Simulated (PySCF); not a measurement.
Molecule: Si(H)(Me)2(NHMe), SMILES CN[SiH](C)C (C3H11NSi). Atoms near the plane z = 0.8 Å, at the GFN2-xTB optimised geometry (x, y, z in Å): Si1 (-0.3, -0.7, 0.0), C2 (1.6, -0.7, 0.0), C3 (-1.0, 1.1, 0.0), N4 (-0.7, -1.4, 1.5), H8 (2.0, -1.7, 0.0), H9 (2.0, -0.2, 0.9), H11 (-2.0, 1.1, -0.1), H12 (-0.7, 1.6, 0.9), H13 (-0.2, -2.2, 1.8), H14 (-2.6, -2.4, 1.5), H16 (-2.6, -0.6, 1.7).

Method: B3LYP/def2-TZVP (PySCF). The values are rescaled to run from 0 to 1.

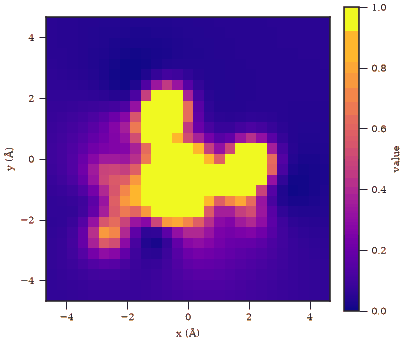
a field on the plane z = 0.8 Å.

Question: Which quantity is mapped?
A) deformation density (molecule minus spherical neutral atoms)
B) an orbital amplitude
C) electron localisation function
D) electrostatic potential

Answer: D, electrostatic potential. In full: electrostatic potential (hartree/e), clipped to [-0.08, 0.12].
